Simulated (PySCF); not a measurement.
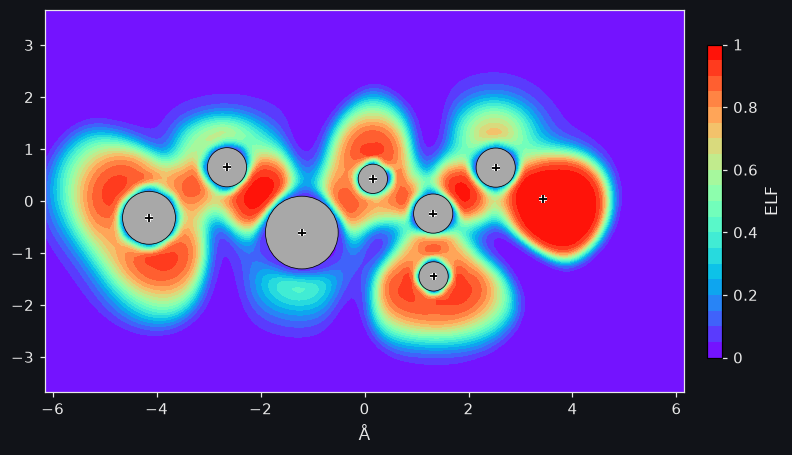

The electron localisation function on a plane through atoms (crosses mark nuclei in the plane; grey discs cover the cores).

Theory: PySCF, PBE0/pcSseg-1, SCF density, gas phase, non-relativistic.

Candidates:
A. C₃H₈O₄Si (SMILES CO[SiH2]OCC(=O)O)
B. C₃H₇FOSi
C. C₃H₅Cl₃O₂Si (SMILES CC(=O)O[SiH2]C(Cl)(Cl)Cl)

Which system is this?

Candidate C: C₃H₅Cl₃O₂Si on the plane of atoms O4, Si5 and C6, which holds C, O, Si, Cl and H. C–O (1.21 Å): the ELF peaks at about 0.85 between the atoms: a multiple bond. C–C (1.49 Å): the ELF peaks at about 0.95 between the atoms; a covalent bond.
